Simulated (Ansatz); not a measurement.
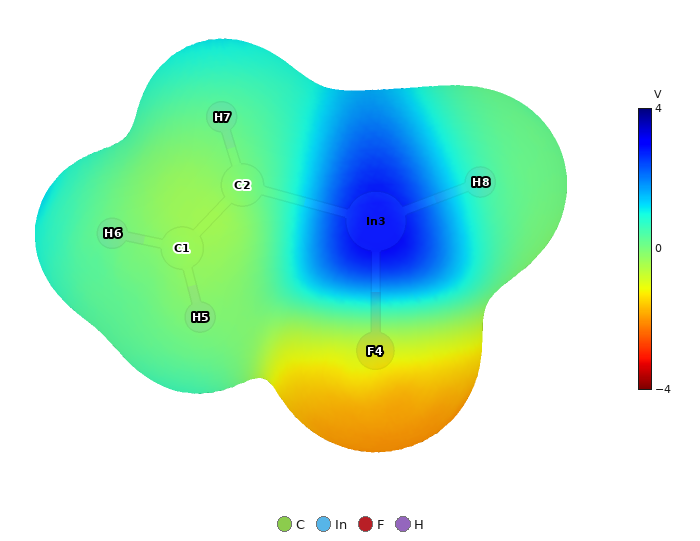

The picture shows: C2H4FIn (SMILES C=[CH][InH][F]). The electrostatic potential painted on the density surface at 0.002 e/bohr³, seen across its widest extent; red is negative and blue positive.

Geometry: PBE0-D4/def2-TZVP; core potentials replace the inner electrons of In.

The calculation used RKS PBE0-D4/def2-TZVPP (Ansatz).

The calculation's input:

```
crystal:
  periodic: [false, false, false]
  atoms:
    - {symbol: C, position_ang: [-0.912175, 1.085741, -0.028606]}
    - {symbol: C, position_ang: [0.359803, 0.746589, -0.222635]}
    - {symbol: In, position_ang: [0.919058, -1.266879, 0.063224]}
    - {symbol: F, position_ang: [-0.745702, -2.184547, 0.589011]}
    - {symbol: H, position_ang: [-1.660629, 0.357230, 0.270403]}
    - {symbol: H, position_ang: [-1.259373, 2.108970, -0.160984]}
    - {symbol: H, position_ang: [1.075455, 1.507695, -0.521423]}
    - {symbol: H, position_ang: [2.223553, -2.354810, 0.011010]}
basis:
  gaussian: {orbitals: def2-TZVPP}
hamiltonian: {xc: pbe0, dispersion: d4}
output: {orbitals: {seedname: orbitals}}
```

Launched as:

```sh
ansatz run in.yaml --threads 2 --pin off --events-out ev --progress --plain --max-ram 32768MiB --backend cpu
```

> Describe the electrostatic potential map.

The most negative region (about −2.0 V, or −46 kcal/mol for a unit charge) lies over F4, the most positive (about +3.0 V, or +69 kcal/mol for a unit charge) over In3.
